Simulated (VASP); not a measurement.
Band structure of YbSe (space group Fm-3m). All values below come from SCAN meta-GGA, VASP's PBE PAW potentials (set 64) (plane waves; VASP).

The 4f electrons are frozen in the core of the lanthanide potential, so 4f levels, which can set the real gap, and their magnetism are missing.

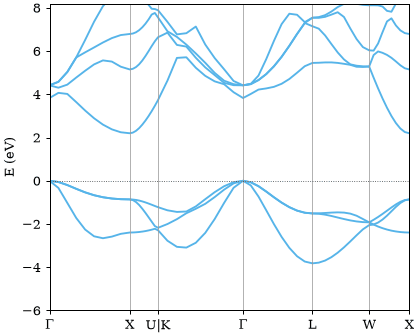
Figure. Bands along high-symmetry lines, zero at the valence-band maximum or, without a gap, the Fermi level

Question: Read the plot: is there a gap, and where are the band edges?

Answer: The gap is indirect, 2.20 eV, from the valence maximum at Γ to the conduction minimum at X.

The structure comes from a measured YbSe entry (Fm-3m) of the Crystallography Open Database, whose conditions weren't checked. It was relaxed first, which changed the volume by -6 %.
